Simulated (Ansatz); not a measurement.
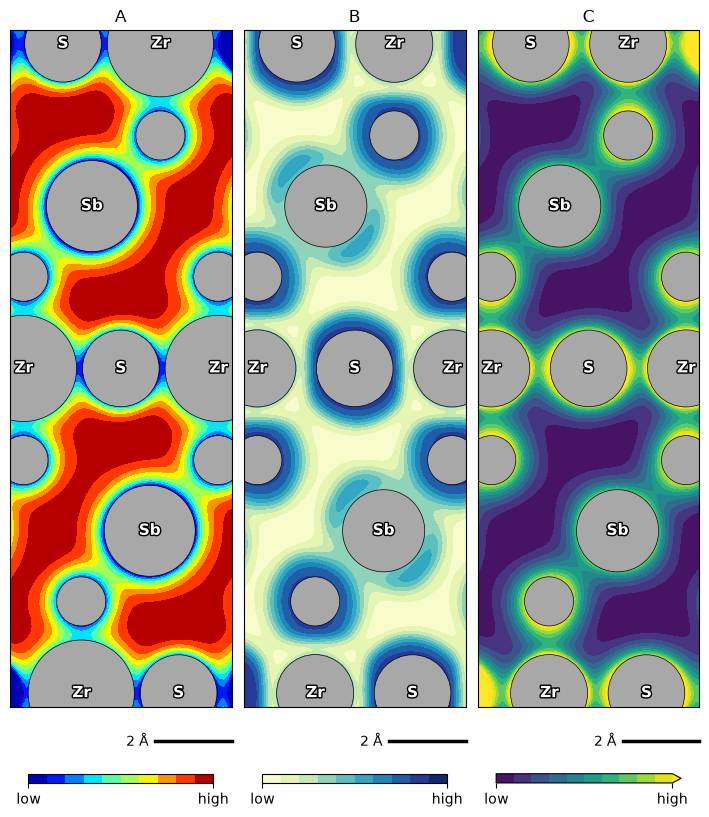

ZrSb₄S₃: 3 fields on the (110) plane of the conventional cell, with unlabelled colour scales. Grey discs cover the atomic cores.

Space group C2/m; a generated structure, not necessarily the stable one.

Level of theory: DFT PBE, scalar-relativistic, plane waves, PAW (Ansatz).

The panels show electron localisation function, electrostatic potential energy of an electron and valence pseudo-density in some order. Assign them.

Panel A: electrostatic potential energy of an electron (low next to the atoms, rising into the space between them). Panel B: electron localisation function. Panel C: valence pseudo-density. From the grid: Zr–S (2.53 Å): the density is about 0.43 e/Å³ at the midpoint; the ELF peaks at about 0.85 in the valence shell of S, 0.9 Å from its nucleus, and is about 0.35 at the midpoint.
